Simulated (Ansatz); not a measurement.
**Run report: Si2H7Cl3O, geometry relaxation (part 2 of 2)**

Si2H7Cl3O; RKS PBE0-D4/def2-TZVP (Ansatz 0.2.0). The geometry is a transition state displaced along its imaginary mode. The reaction was set up to form Si1–Cl7, H6–O9 and Si2–H8 and to break Si1–Si2, H6–Cl7 and H8–O9 (atoms counted from 1 in the order of the input); sticks are drawn by distance alone.

Geometry of the input (Å):
```
Si -1.3544  -0.1806  -0.1385
Si 0.7440  0.4392  -1.1998
Cl -1.4771  -1.5543  -1.7654
Cl -2.9104  1.0524  -0.6565
H  -1.6427  -1.1602  0.9452
H  0.4796  0.0170  1.9773
Cl -0.7556  1.3319  1.6915
H  0.7246  -0.5922  0.6599
O  1.0236  -0.7769  1.4387
H  1.7968  1.2457  -0.4816
H  -0.0584  1.3548  -2.0261
H  1.4523  -0.6043  -1.9965
H  1.9778  -0.5725  1.5517
```

## Trajectory as extended XYZ, continued
```
13
Properties=species:S:1:pos:R:3:forces:R:3 step=6 energy=-55468.71590
Si   -1.4890   -0.3161   -0.6558   -0.1777  -0.6556   0.0320
Si    0.5281    0.6005   -1.4161    0.1042   0.2772  -0.4303
Cl   -2.0010   -1.7469   -2.1364    0.2117   0.6132   0.6138
Cl   -2.9652    1.0816   -0.5633   -0.0798  -0.0178  -0.0722
H    -1.4520   -1.0719    0.6511   -0.0080   0.1623  -0.5179
H     0.4089    0.2472    2.0240   -0.8311   1.1534   0.2209
Cl   -0.4743    1.3841    2.0776    0.3519  -0.4630  -0.0365
H     1.0972   -1.2650    1.1354    0.0605   0.2684   0.7329
O     1.2724   -0.7687    1.9641    0.6675  -0.9566  -0.9606
H     1.4371    1.2244   -0.4022   -0.2454  -0.0848  -0.1041
H     0.2062    1.5936   -2.5105    0.1010  -0.2979   0.3701
H     1.2634   -0.5485   -2.0212    0.0363   0.0195   0.0060
H     2.1681   -0.4143    1.8531   -0.1912  -0.0182   0.1458
13
Properties=species:S:1:pos:R:3:forces:R:3 step=7 energy=-55468.89091
Si   -1.4979   -0.2845   -0.7081    0.0664  -0.3473   0.0468
Si    0.4952    0.6320   -1.5515    0.0405   0.1841  -0.0182
Cl   -2.0161   -1.7180   -2.1210    0.0237   0.1287   0.1415
Cl   -3.0082    1.0787   -0.6127   -0.0233   0.0427   0.0374
H    -1.4033   -1.0287    0.5928   -0.0247   0.1922  -0.3416
H     0.4109    0.2790    2.1444   -0.6019   0.7997   0.1060
Cl   -0.4331    1.3750    2.1901    0.1900  -0.2488  -0.0289
H     1.1366   -1.3742    1.2813    0.0302   0.1472   0.3266
O     1.3131   -0.8300    2.0653    0.5368  -0.6629  -0.4368
H     1.3008    1.3301   -0.5035   -0.1070  -0.0618  -0.1361
H     0.1800    1.5750   -2.6758    0.0386  -0.2027   0.2215
H     1.2984   -0.5143   -2.0748   -0.0361   0.0599   0.0284
H     2.2237   -0.5200    1.9733   -0.1333  -0.0310   0.0535
13
Properties=species:S:1:pos:R:3:forces:R:3 step=9 energy=-55469.02616
Si   -1.5007   -0.2708   -0.7772    0.0228  -0.0367  -0.1092
Si    0.4591    0.6705   -1.6282    0.0715   0.0295   0.1191
Cl   -2.1074   -1.6720   -2.1647   -0.0254  -0.0032  -0.0073
Cl   -2.9795    1.1244   -0.5724   -0.0372   0.0125  -0.0106
H    -1.3468   -1.0048    0.4928   -0.0306  -0.0333   0.0647
H     0.3203    0.4691    2.2676    0.1063  -0.2085  -0.0666
Cl   -0.5379    1.4354    2.2074   -0.1859   0.2919   0.0597
H     1.3040   -1.6572    1.4961   -0.2935  -0.2913  -0.1983
O     1.4130   -0.8976    2.0633    0.0714   0.0031   0.1130
H     1.1169    1.5270   -0.6047   -0.0115  -0.0120  -0.0913
H     0.1302    1.4613   -2.8418    0.0103  -0.0178   0.0047
H     1.3750   -0.4506   -1.9919   -0.0339   0.0500   0.0117
H     2.3538   -0.7345    2.0536    0.3357   0.2157   0.1103
13
Properties=species:S:1:pos:R:3:forces:R:3 step=11 energy=-55469.05791
Si   -1.5434   -0.2752   -0.7904    0.0199   0.0802   0.0255
Si    0.4576    0.6698   -1.5434   -0.0309   0.0026  -0.0014
Cl   -2.1015   -1.6549   -2.2135   -0.0139  -0.0372  -0.0265
Cl   -3.0169    1.1402   -0.6436    0.0125  -0.0197  -0.0091
H    -1.4725   -1.0078    0.4918   -0.0162  -0.0140   0.0076
H     0.3287    0.4893    2.2035    0.0101  -0.0176  -0.0072
Cl   -0.5312    1.4598    2.2869   -0.0198   0.0275   0.0203
H     1.3005   -1.7497    1.6224   -0.0940  -0.4385  -0.1116
O     1.4920   -0.8562    1.8866    0.1350   0.4379   0.0974
H     1.0348    1.6337   -0.5811    0.0049   0.0400   0.0538
H     0.1840    1.3490   -2.8339   -0.0204   0.0032  -0.0390
H     1.4204   -0.4369   -1.7759    0.0444  -0.0528   0.0012
H     2.4475   -0.7609    1.8906   -0.0317  -0.0114  -0.0110
13
Properties=species:S:1:pos:R:3:forces:R:3 step=12 energy=-55468.95697 accepted=F
Si   -1.5675   -0.2697   -0.7912    0.0431   0.1329   0.1054
Si    0.4604    0.6655   -1.4951   -0.0826  -0.0447  -0.0846
Cl   -2.0794   -1.6386   -2.2390   -0.0464  -0.0702  -0.0351
Cl   -3.0408    1.1582   -0.6838    0.0778  -0.0818  -0.0145
H    -1.5485   -1.0023    0.4990   -0.0144   0.0299  -0.0800
H     0.3341    0.5022    2.1576   -0.0803   0.1412   0.0529
Cl   -0.5357    1.4576    2.3498    0.1243  -0.1637  -0.0292
H     1.3051   -1.8143    1.7365    0.6101   2.8775  -0.0878
O     1.5324   -0.8089    1.6976   -0.2387  -2.8993   0.0818
H     0.9736    1.6831   -0.5554    0.0235   0.0761   0.0586
H     0.2204    1.2753   -2.8333    0.0033  -0.0202   0.0625
H     1.4492   -0.4345   -1.6389    0.0153  -0.0219   0.0000
H     2.4967   -0.7736    1.7961   -0.4353   0.0443  -0.0301
13
Properties=species:S:1:pos:R:3:forces:R:3 step=14 energy=-55469.06893
Si   -1.5506   -0.2686   -0.7758    0.0329   0.0626   0.0484
Si    0.4706    0.6594   -1.5032   -0.0904  -0.0358  -0.0033
Cl   -2.0697   -1.6483   -2.2130   -0.0378  -0.0682  -0.0419
Cl   -3.0276    1.1507   -0.6750    0.0466  -0.0320  -0.0002
H    -1.5290   -1.0024    0.5116   -0.0005   0.0327  -0.0414
H     0.3356    0.4901    2.1813   -0.0958   0.1171   0.0253
Cl   -0.5310    1.4518    2.3544    0.1012  -0.1222  -0.0102
H     1.2891   -1.7627    1.6444    0.1084   0.6023   0.0712
O     1.4977   -0.8149    1.7055    0.1521  -0.6050  -0.0771
H     0.9986    1.6651   -0.5586    0.0364   0.0735   0.0510
H     0.2129    1.2833   -2.8278    0.0008  -0.0037   0.0073
H     1.4491   -0.4459   -1.6690    0.0275  -0.0270  -0.0019
H     2.4543   -0.7574    1.8252   -0.2814   0.0055  -0.0272
13
Properties=species:S:1:pos:R:3:forces:R:3 step=16 energy=-55469.08838
Si   -1.4968   -0.2988   -0.7393   -0.0508  -0.0219  -0.0035
Si    0.5179    0.6389   -1.4560    0.0523   0.0183  -0.0073
Cl   -2.0356   -1.7195   -2.1348    0.0231   0.0135   0.0054
Cl   -2.9644    1.1275   -0.6624   -0.0007   0.0231  -0.0190
H    -1.4949   -0.9961    0.5637    0.0317  -0.0132   0.0262
H     0.3051    0.5148    2.1822   -0.1128   0.1221   0.0193
Cl   -0.5234    1.4783    2.4845    0.1241  -0.1454  -0.0304
H     1.1644   -1.7186    1.5515   -0.0054   0.0461   0.0260
O     1.3932   -0.7876    1.4773   -0.1120  -0.0431  -0.0236
H     1.0102    1.6826   -0.5220   -0.0158  -0.0303  -0.0045
H     0.2588    1.2448   -2.7884   -0.0129   0.0052  -0.0047
H     1.5315   -0.4387   -1.6099   -0.0177   0.0121   0.0076
H     2.3338   -0.7273    1.6536    0.0971   0.0136   0.0084
13
Properties=species:S:1:pos:R:3:forces:R:3 step=17 energy=-55469.08306 accepted=F
Si   -1.4756   -0.3049   -0.7207    0.1149  -0.0235  -0.0705
Si    0.5338    0.6342   -1.4493   -0.0335   0.0103   0.0337
Cl   -1.9853   -1.7451   -2.1084   -0.0357   0.0200   0.0472
Cl   -2.9317    1.1351   -0.6756   -0.0195  -0.0403   0.0103
H    -1.4411   -0.9839    0.5930   -0.0797   0.0076  -0.0088
H     0.2873    0.5161    2.1495   -0.0798   0.0983   0.0346
Cl   -0.5098    1.4687    2.5523    0.0998  -0.1161  -0.0435
H     1.1109   -1.7177    1.6577    0.2527   0.8028  -0.2184
O     1.3194   -0.8002    1.3902   -0.1285  -0.6959   0.2440
H     1.0030    1.6695   -0.4926    0.0292  -0.0193  -0.0367
H     0.2624    1.2536   -2.7737    0.0178   0.0136   0.0068
H     1.5550   -0.4347   -1.6106   -0.0098   0.0309  -0.0028
H     2.2717   -0.6905    1.4880   -0.1279  -0.0884   0.0040
13
Properties=species:S:1:pos:R:3:forces:R:3 step=19 energy=-55469.09158 accepted=F
Si   -1.4752   -0.3099   -0.7377    0.0050   0.0035   0.0411
Si    0.5307    0.6445   -1.4592   -0.0283  -0.0078  -0.0400
Cl   -2.0033   -1.7511   -2.1137    0.0124   0.0056   0.0051
Cl   -2.9426    1.1200   -0.6900   -0.0031  -0.0031  -0.0036
H    -1.4603   -0.9818    0.5805   -0.0185   0.0018  -0.0241
H     0.3053    0.5069    2.1440   -0.0010  -0.0015  -0.0007
Cl   -0.4967    1.4508    2.5442   -0.0035   0.0126   0.0052
H     1.1195   -1.7056    1.7299    0.1662   0.5109  -0.1658
O     1.3221   -0.8057    1.4235   -0.0143  -0.4483   0.1585
H     1.0378    1.6590   -0.5030   -0.0065  -0.0042   0.0176
H     0.2451    1.2918   -2.7674    0.0156   0.0019   0.0052
H     1.5420   -0.4258   -1.6569    0.0101  -0.0014  -0.0025
H     2.2756   -0.6930    1.5058   -0.1341  -0.0698   0.0042
13
Properties=species:S:1:pos:R:3:forces:R:3 step=21 energy=-55469.09567
Si   -1.4851   -0.3081   -0.7415   -0.0067  -0.0132   0.0010
Si    0.5238    0.6439   -1.4576   -0.0087   0.0012   0.0010
Cl   -1.9971   -1.7548   -2.1180    0.0017  -0.0013  -0.0029
Cl   -2.9575    1.1170   -0.7086   -0.0008   0.0049  -0.0026
H    -1.4858   -0.9796    0.5760    0.0043   0.0056  -0.0014
H     0.3160    0.5167    2.1416    0.0003   0.0012  -0.0001
Cl   -0.4857    1.4621    2.5374    0.0019  -0.0008  -0.0007
H     1.1317   -1.7010    1.7307    0.0406   0.1251  -0.0400
O     1.3400   -0.8105    1.4268   -0.0086  -0.1103   0.0436
H     1.0232    1.6468   -0.4848    0.0057   0.0004  -0.0007
H     0.2498    1.3044   -2.7614    0.0032  -0.0019   0.0068
H     1.5346   -0.4271   -1.6575   -0.0005   0.0040  -0.0005
H     2.2921   -0.7097    1.5170   -0.0324  -0.0150  -0.0035
13
Properties=species:S:1:pos:R:3:forces:R:3 step=22 energy=-55469.09589
Si   -1.4874   -0.3098   -0.7436    0.0189   0.0028   0.0073
Si    0.5221    0.6450   -1.4545   -0.0055  -0.0026  -0.0156
Cl   -1.9952   -1.7580   -2.1203    0.0012   0.0077   0.0106
Cl   -2.9577    1.1176   -0.7145   -0.0052  -0.0054  -0.0014
H    -1.4817   -0.9759    0.5765   -0.0161  -0.0029  -0.0078
H     0.3157    0.5161    2.1420    0.0000   0.0016   0.0002
Cl   -0.4843    1.4632    2.5373    0.0017  -0.0004  -0.0003
H     1.1383   -1.7013    1.7500    0.0142   0.0397  -0.0143
O     1.3342   -0.8160    1.4288    0.0107  -0.0306   0.0156
H     1.0268    1.6465   -0.4828   -0.0035  -0.0021   0.0065
H     0.2492    1.3079   -2.7571    0.0041   0.0010   0.0018
H     1.5326   -0.4256   -1.6572    0.0025  -0.0001  -0.0006
H     2.2874   -0.7096    1.4954   -0.0230  -0.0087  -0.0020
13
Properties=species:S:1:pos:R:3:forces:R:3 step=24 energy=-55469.09612
Si   -1.4893   -0.3104   -0.7438    0.0001   0.0017   0.0008
Si    0.5215    0.6447   -1.4505    0.0001  -0.0034   0.0047
Cl   -1.9887   -1.7646   -2.1167    0.0007  -0.0008  -0.0004
Cl   -2.9631    1.1140   -0.7291   -0.0013   0.0007  -0.0011
H    -1.4963   -0.9722    0.5781    0.0000  -0.0007   0.0008
H     0.3205    0.5209    2.1424    0.0056  -0.0054  -0.0028
Cl   -0.4781    1.4691    2.5365   -0.0047   0.0053   0.0024
H     1.1420   -1.7005    1.7523   -0.0004  -0.0010   0.0002
O     1.3346   -0.8168    1.4273   -0.0010   0.0009   0.0004
H     1.0259    1.6374   -0.4697   -0.0010   0.0016  -0.0006
H     0.2512    1.3172   -2.7484    0.0009   0.0011  -0.0014
H     1.5311   -0.4259   -1.6587    0.0001   0.0000  -0.0017
H     2.2885   -0.7128    1.4801    0.0008  -0.0001  -0.0013
13
Properties=species:S:1:pos:R:3:forces:R:3 step=25 energy=-55469.09614
Si   -1.4899   -0.3105   -0.7430    0.0023   0.0008  -0.0012
Si    0.5215    0.6447   -1.4481   -0.0003  -0.0014   0.0044
Cl   -1.9851   -1.7667   -2.1154   -0.0007  -0.0012  -0.0003
Cl   -2.9645    1.1131   -0.7336   -0.0006  -0.0002  -0.0001
H    -1.4988   -0.9708    0.5795   -0.0010   0.0003   0.0009
H     0.3220    0.5226    2.1419    0.0038  -0.0048  -0.0022
Cl   -0.4765    1.4706    2.5365   -0.0033   0.0039   0.0018
H     1.1426   -1.7006    1.7550   -0.0003  -0.0001  -0.0003
O     1.3328   -0.8180    1.4257    0.0038   0.0013   0.0011
H     1.0257    1.6365   -0.4663    0.0000   0.0012  -0.0006
H     0.2520    1.3188   -2.7453    0.0004   0.0010  -0.0020
H     1.5311   -0.4256   -1.6575   -0.0002  -0.0001  -0.0006
H     2.2872   -0.7140    1.4705   -0.0037  -0.0007  -0.0009
13
Properties=species:S:1:pos:R:3:forces:R:3 step=27 energy=-55469.09615
Si   -1.4904   -0.3106   -0.7425    0.0007   0.0008  -0.0004
Si    0.5214    0.6451   -1.4455    0.0005   0.0000   0.0003
Cl   -1.9815   -1.7702   -2.1129   -0.0006   0.0003   0.0004
Cl   -2.9659    1.1122   -0.7390   -0.0002  -0.0008  -0.0004
H    -1.5021   -0.9680    0.5815    0.0000   0.0002   0.0002
H     0.3237    0.5235    2.1416    0.0000  -0.0003   0.0001
Cl   -0.4749    1.4713    2.5372    0.0003  -0.0004   0.0000
H     1.1421   -1.7006    1.7546   -0.0003   0.0009  -0.0006
O     1.3316   -0.8182    1.4240    0.0021  -0.0008   0.0008
H     1.0254    1.6366   -0.4632    0.0000  -0.0002  -0.0002
H     0.2532    1.3202   -2.7426   -0.0005  -0.0002  -0.0006
H     1.5310   -0.4252   -1.6555    0.0002   0.0004   0.0006
H     2.2865   -0.7159    1.4622   -0.0021   0.0001  -0.0002
```

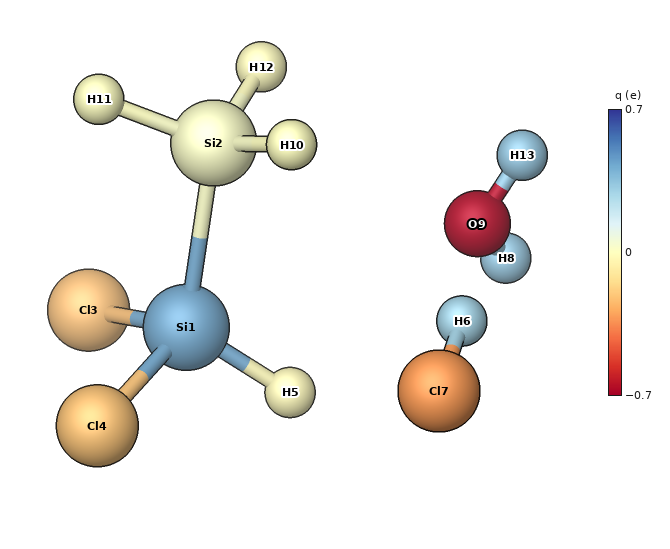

Fig. 1: Mulliken charges, as the colour of each atom (ball-and-stick view, seen at a tilt; atoms are numbered from 1 in the order of the input; Mulliken charges depend strongly on the basis). By element: Si +0.02 to +0.43, Cl −0.32 to −0.22, H −0.02 to +0.35 and O −0.66 e.

## Summary

| quantity | value |
| --- | --- |
| outcome | converged |
| total energy | −55469.0962 eV |
| mean-field energy | −55468.7577 eV |
| dispersion energy | −0.3384 eV |
| SCF solution under orbital rotations | stable |
| largest force (length of the vector) at the end | 0.002 eV/Å |
| dipole moment | 5.02 D |
| hardware | 4 CPU threads, shared host |
| wall time | 88 s (CPU time 1.9 min) |
| peak memory | 0.94 GiB |
